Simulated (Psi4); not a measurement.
# UPBE/aug-cc-pVTZ (density fitting, sweep point 2) run of SiHCl2O2 (SMILES [O][Si](O)(Cl)Cl)

Aim: the vertical doublet–quartet gap of SiHCl2O2 at UPBE/aug-cc-pVTZ (density fitting, sweep point 2), from 2 runs. The job is set up through a Python script.

The results are computed with Psi4 1.11.

## (1) The system as given

SiHCl2O2: 6 atoms, total charge 0, spin state doublet. As SMILES, `[O][Si](O)(Cl)Cl`. The coordinates come from a PBE0-D4/def2-TZVP relaxation. This is one conformer, not always the lowest.

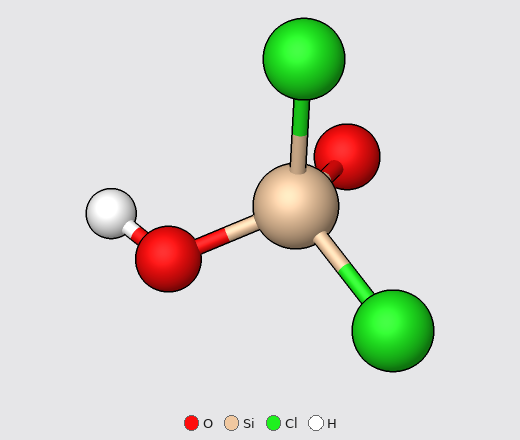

The structure, seen from a chosen angle (oxygen red, silicon light orange, chlorine green, hydrogen white).

## (2) The energy at UPBE/aug-cc-pVTZ (density fitting, sweep point 2)

The input, job.py:

```python
import psi4

psi4.set_memory(1600000000)
psi4.set_num_threads(1)
psi4.set_output_file('cl2ho2si.out', False)

m = psi4.geometry("""
0 2
O     -1.226100     0.180900     1.211600
Si    -0.270900     0.041200    -0.123700
O      1.051900    -0.855800     0.114900
Cl    -1.218400    -0.789200    -1.696000
Cl     0.111400     2.012000    -0.434200
H      1.594100    -0.653200     0.881200
symmetry c1
""")

options = {'basis': 'aug-cc-pVTZ', 'reference': 'uks', 'puream': True, 'scf_type': 'df', 'dft_radial_points': 99, 'dft_spherical_points': 590, 'maxiter': 100}
psi4.set_options(options)

e, wfn = psi4.energy('pbe', return_wfn=True)
print('E =', round(e, 9))
```

The run is started by

```console
$ python job.py
```

cl2ho2si.out:

```text
[...]
  Running in c1 symmetry.
[...]
  Nuclear repulsion =  366.858493986013968
[...]
  Multiplicity = 2
[...]
  Nalpha       = 33
  Nbeta        = 32
[...]
    Number of basis functions: 265
[...]
   @DF-UKS iter   1: -1359.74092100544658    4.67213e-01   4.91805e-03 DIIS/ADIIS
[...]
   @DF-UKS iter  15: -1360.49789890932311   -2.06885e-07   2.86259e-07 DIIS
[...]
   @S^2 Observed:                7.529568319E-01
[...]
    Orbital Energies [Eh]
    ---------------------
    Alpha Occupied:
       1A   -100.737066     2A   -100.719820     3A    -65.528882
       4A    -18.817603     5A    -18.800680     6A     -9.221409
       7A     -9.204720     8A     -7.043433     9A     -7.039270
      10A     -7.036777    11A     -7.027049    12A     -7.021175
      13A     -7.020492    14A     -5.150413    15A     -3.563090
      16A     -3.561301    17A     -3.560186    18A     -0.970550
      19A     -0.914375    20A     -0.797288    21A     -0.776946
      22A     -0.543744    23A     -0.459495    24A     -0.411058
      25A     -0.396125    26A     -0.379216    27A     -0.349987
      28A     -0.338411    29A     -0.333857    30A     -0.326666
      31A     -0.313901    32A     -0.307401    33A     -0.293884
[...]
  @DF-UKS Final Energy: -1360.49789890932311
   => Energetics <=
    Nuclear Repulsion Energy =            366.8584939860139684
    One-Electron Energy =               -2610.4297138907854787
    Two-Electron Energy =                 977.3985535642216291
    DFT Exchange-Correlation Energy =     -94.3252325687730888
    Empirical Dispersion Energy =           0.0000000000000000
    VV10 Nonlocal Energy =                  0.0000000000000000
    Total Energy =                      -1360.4978989093231121
  UHF NO Occupations:
  HONO-2 :   31  A 1.9996018
  HONO-1 :   32  A 1.9994241
[...]
 Multipole Moments:
 ------------------------------------------------------------------------------------
     Multipole            Electronic (a.u.)      Nuclear  (a.u.)        Total (a.u.)
 ------------------------------------------------------------------------------------
 L = 1.  Multiply by 2.5417464519 to convert [e a0] to [Debye]
 Dipole X            :         -1.4642252            2.1885029            0.7242777
 Dipole Y            :          1.6133298           -1.5203648            0.0929650
 Dipole Z            :         -2.3280292            2.4121152            0.0840860
 Magnitude           :                                                    0.7350450
[...]
```

The script printed:

```text
E = -1360.497898909
```

Run time: 1.7 min. Hardware: 1 thread of Intel Xeon Platinum 8488C (Sapphire Rapids), shared host; peak memory 1.4 GiB.

## (3) The quartet

job.py, as its differences from that of step 2:

```diff
@@ -4,6 +4,6 @@
 psi4.set_num_threads(1)
-psi4.set_output_file('cl2ho2si.out', False)
+psi4.set_output_file('output.dat', False)
 
-m = psi4.geometry("""
-0 2
+geom = psi4.geometry("""
+0 4
 O     -1.226100     0.180900     1.211600
@@ -20,3 +20,3 @@
 
-e, wfn = psi4.energy('pbe', return_wfn=True)
-print('E =', round(e, 9))
+e = psi4.energy('pbe')
+print(f'pbe energy: {e:.10f} Eh')
```

The run is started by

```console
$ python job.py
```

output.dat:

```text
[...]
  Running in c1 symmetry.
[...]
  Nuclear repulsion =  366.858493986013968
[...]
  Multiplicity = 4
[...]
  Nalpha       = 34
  Nbeta        = 31
[...]
    Number of basis functions: 265
[...]
   @DF-UKS iter   1: -1359.27612539184656    9.32009e-01   5.34245e-03 DIIS/ADIIS
[...]
   @DF-UKS iter  17: -1360.25851406491756   -4.04343e-08   2.42231e-07 DIIS
[...]
   @S^2 Observed:                3.756823670E+00
[...]
    Orbital Energies [Eh]
    ---------------------
    Alpha Occupied:
       1A   -100.779513     2A   -100.763656     3A    -65.536477
       4A    -18.905567     5A    -18.839208     6A     -9.263252
       7A     -9.248200     8A     -7.085221     9A     -7.081685
      10A     -7.079515    11A     -7.070369    12A     -7.067614
      13A     -7.062648    14A     -5.162199    15A     -3.574561
      16A     -3.572959    17A     -3.572154    18A     -1.009855
      19A     -0.985893    20A     -0.838451    21A     -0.819650
      22A     -0.571934    23A     -0.499232    24A     -0.455549
      25A     -0.449804    26A     -0.427465    27A     -0.403808
      28A     -0.388983    29A     -0.382504    30A     -0.376500
      31A     -0.359860    32A     -0.359635    33A     -0.345120
      34A     -0.078193
[...]
  @DF-UKS Final Energy: -1360.25851406491756
   => Energetics <=
    Nuclear Repulsion Energy =            366.8584939860139684
    One-Electron Energy =               -2607.8730953239223709
    Two-Electron Energy =                 974.9538418887750595
    DFT Exchange-Correlation Energy =     -94.1977546157840209
    Empirical Dispersion Energy =           0.0000000000000000
    VV10 Nonlocal Energy =                  0.0000000000000000
    Total Energy =                      -1360.2585140649175628
  UHF NO Occupations:
  HONO-2 :   32  A 1.0000000
  HONO-1 :   33  A 1.0000000
[...]
 Multipole Moments:
 ------------------------------------------------------------------------------------
     Multipole            Electronic (a.u.)      Nuclear  (a.u.)        Total (a.u.)
 ------------------------------------------------------------------------------------
 L = 1.  Multiply by 2.5417464519 to convert [e a0] to [Debye]
 Dipole X            :         -2.5433449            2.1885029           -0.3548420
 Dipole Y            :          1.8335928           -1.5203648            0.3132280
 Dipole Z            :         -2.8150075            2.4121152           -0.4028924
 Magnitude           :                                                    0.6215681
[...]
```

On the terminal:

```text
pbe energy: -1360.2585140649 Eh
```

Wall time 1.9 min (1 thread of Intel Xeon Platinum 8488C (Sapphire Rapids), shared host); peak memory 1.4 GiB.

## (4) What came out

Level: UPBE/aug-cc-pVTZ (density fitting, sweep point 2).

| quantity | value |
| --- | --- |
| doublet: total energy | -1360.49790 Eh |
| doublet: dipole moment | 1.87 D |
| doublet: HOMO energy (highest over α and β) | -7.64 eV |
| doublet: LUMO energy (lowest over α and β) | -6.90 eV |
| doublet: ⟨S²⟩ | 0.753 |
| quartet: total energy | -1360.25851 Eh |
| quartet: dipole moment | 1.58 D |
| quartet: HOMO energy (highest over α and β) | -2.13 eV |
| quartet: ⟨S²⟩ | 3.757 |
| vertical energy of the quartet above the doublet | 6.514 eV |

At this shape the quartet lies 6.51 eV (150 kcal/mol) above the doublet.
